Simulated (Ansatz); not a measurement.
# CH6OSi2: how energies converge with the basis set

Aim: see how fast density functionals converge with the basis set for CH6OSi2.

Computed with Ansatz 0.2.0, Gaussian basis. Level: one geometry, several basis sets.

Levels to be run: PBE0-D4/def2-SVP; ωB97M-V/def2-SVP; PBE0-D4/def2-QZVPP; ωB97M-V/def2-QZVPP; the functionals' def2-TZVPP values are taken from earlier runs.

## 1. Structure used throughout

An earlier PBE0-D4 in a triple-zeta def2 set relaxation fixed the geometry.

10 atoms, charge 0, spin multiplicity 1.

Atoms are counted from 1 here; the program's logs count them from 0.

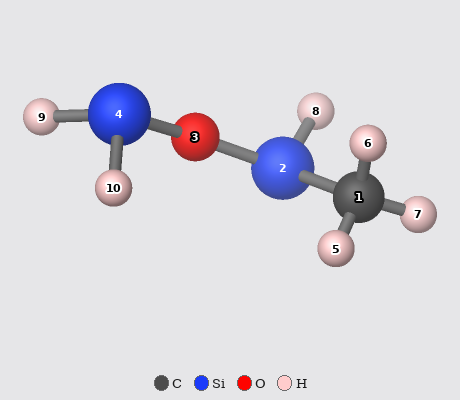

The geometry (carbon dark grey, silicon blue, oxygen red, hydrogen pink); atoms are numbered from 1 in the order of the file.

## 2. PBE0-D4 in def2-SVP

The input, in.yaml:

```yaml
crystal:
  periodic: [false, false, false]
  atoms:
    - {symbol: C, position_ang: [-1.123107, -0.004014, -1.365426]}
    - {symbol: Si, position_ang: [-0.191538, -1.123139, -0.211925]}
    - {symbol: O, position_ang: [0.635483, -0.358973, 0.919679]}
    - {symbol: Si, position_ang: [1.318543, 0.893813, 1.795201]}
    - {symbol: H, position_ang: [-0.447853, 0.653596, -1.914963]}
    - {symbol: H, position_ang: [-1.801183, 0.621149, -0.770975]}
    - {symbol: H, position_ang: [-1.713844, -0.582074, -2.078723]}
    - {symbol: H, position_ang: [-0.999052, -2.234499, 0.358188]}
    - {symbol: H, position_ang: [2.484331, 0.264820, 2.498799]}
    - {symbol: H, position_ang: [1.921019, 1.818221, 0.773042]}
basis:
  gaussian: {orbitals: def2-SVP}
hamiltonian: {xc: pbe0, dispersion: d4}
output: {orbitals: {seedname: orbitals}}
```

On the command line:

```sh
$ ansatz run in.yaml --threads 2 --pin off --events-out ev --progress --plain --max-ram 4352MiB
```

The runs that follow: ωB97M-V in def2-SVP; PBE0-D4 in def2-QZVPP; ωB97M-V in def2-QZVPP.

Before running them: what should the planned runs give, taken together? Wanted: PBE0-D4: double and triple zeta above quadruple; ωB97M-V: double and triple zeta above quadruple.

**Answer**, as computed:

| quantity | value |
| --- | --- |
| PBE0-D4: double and triple zeta above quadruple | 10.19, 0.73 eV |
| ωB97M-V: double and triple zeta above quadruple | 10.30, 0.69 eV |

In words: PBE0-D4 gains 9.45 eV from double to triple zeta, then 0.73 eV more. Total energies overstate the basis error of differences, where much of it tends to cancel.
